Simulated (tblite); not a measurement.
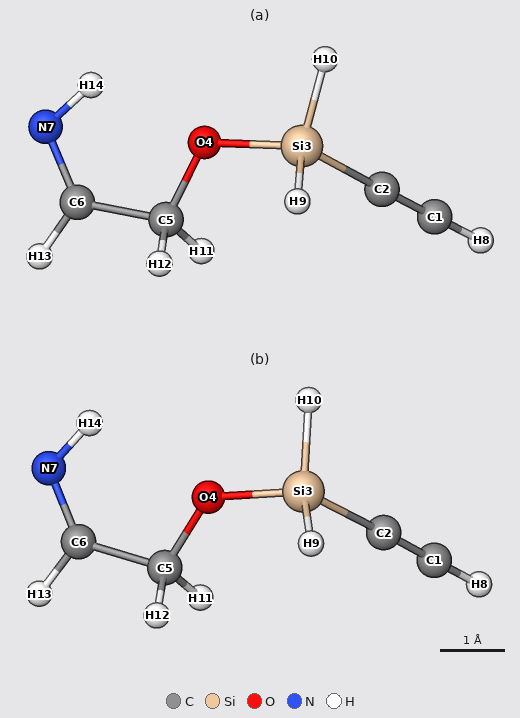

The structure of C$_{4}$H$_{7}$NOSi before (top) and after (bottom) a relaxation, at one scale.

Style: ball-and-stick. Shown from a free direction.

All numbers below come from GFN2-xTB geometry optimisation, gas phase in tblite. 

Question: What changed between the two?

Answer: Over 45 geometry steps the energy falls by 5.74 kcal/mol. The largest move after the best rigid fit is that of H10, 0.33 Å. By element the largest moves are H 0.33 Å, O 0.20 Å, C 0.08 Å, N 0.07 Å, Si 0.05 Å. Among the contacts that change: Si3–O4 1.681 → 1.626 Å, C6–N7 1.292 → 1.249 Å, Si3–H10 1.481 → 1.454 Å, C2–Si3 1.874 → 1.856 Å. Bond angles that change, for instance: Si3–O4–C5 118.1° → 129.3°, O4–Si3–H10 108.2° → 99.0°, H9–Si3–H10 108.6° → 116.4°. Cost: 0.44 s on 1 thread of Arm Neoverse N1, on a shared host.
